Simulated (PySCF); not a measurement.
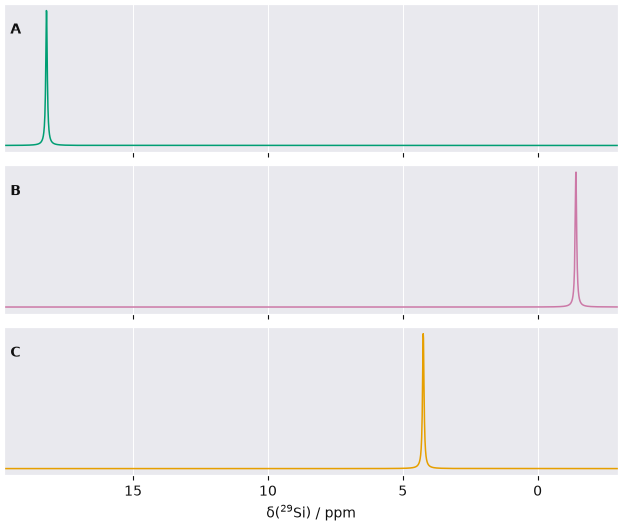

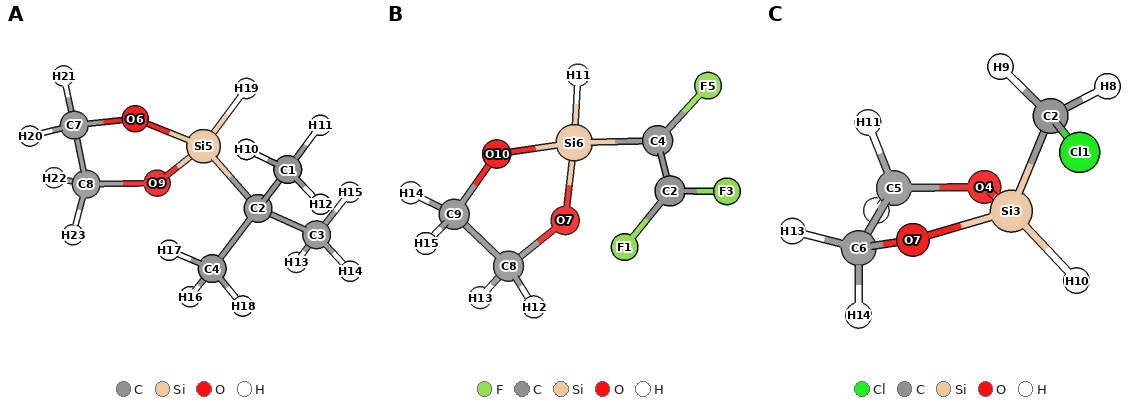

Related molecules: A is C₆H₁₄O₂Si, SMILES CC(C)(C)[SiH]1OCCO1; B is C₄H₅F₃O₂Si, SMILES FC(F)=C(F)[SiH]1OCCO1; C is C₃H₇ClO₂Si, SMILES ClC[SiH]1OCCO1. GIAO ²⁹Si shifts against TMS, PBE0/pcSseg-1 in PySCF, at a PBE0-D3(BJ)/def2-SVP geometry (no frequency check); fully decoupled, line heights follow the number of nuclei within a panel, widths are arbitrary (no quadrupolar broadening); values of one conformer, averaged over nuclei that symmetry, rotation about single bonds or ring flips exchange, these motions taken as fast; other conformers aren't averaged in.

How does the ²⁹Si shift respond?

Answer. From A (18.2 ppm) to B (−1.4 ppm) the nucleus is shielded by 19.6 ppm. From A (18.2 ppm) to C (4.2 ppm) the nucleus is shielded by 14.0 ppm.
